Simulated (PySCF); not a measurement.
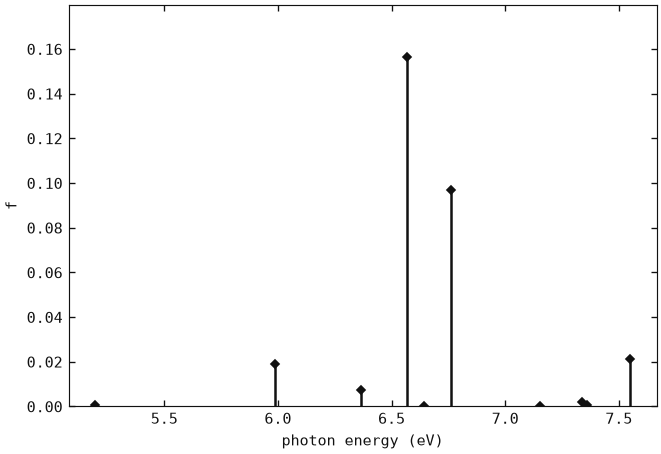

Computed absorption of C₂H₆BNO₃, SMILES CC(=O)NB(O)O. Vertical TDDFT excitations, LDA/def2-SVPD with PySCF, at a PBE0-D3(BJ)/def2-SVP geometry (no frequency check), gas phase. The lowest 10 singlet states are shown.

Does any vertical transition fall in the visible?

No singlet lies below 3.1 eV (beyond 400 nm), so at this level no vertical transition falls in the visible.

Which of the computed transitions is the brightest, and what character does the calculation give it?

S4 at 6.57 eV (189 nm), f = 0.156, mainly HOMO−1 → LUMO (68 %).

List the transitions behind the spectrum.

```
state  E (eV)  λ (nm)      f           main character
   S1    5.20     239  0.001      HOMO → LUMO (100 %)
   S2    5.99     207  0.019     HOMO → LUMO+1 (98 %)
   S3    6.37     195  0.007     HOMO−2 → LUMO (97 %)
   S4    6.57     189  0.156     HOMO−1 → LUMO (68 %)
   S5    6.64     187  0.000  HOMO−1 → LUMO+1 (100 %)
   S6    6.76     183  0.097     HOMO → LUMO+2 (75 %)
   S7    7.15     173  0.000  HOMO−2 → LUMO+1 (100 %)
   S8    7.34     169  0.002   HOMO−1 → LUMO+2 (68 %)
   S9    7.36     168  0.001     HOMO−3 → LUMO (68 %)
  S10    7.55     164  0.021     HOMO → LUMO+3 (98 %)
```

Known limits of this run: states above the negative HOMO energy depend on the basis; one conformer of a flexible molecule; core orbitals are frozen in the response.
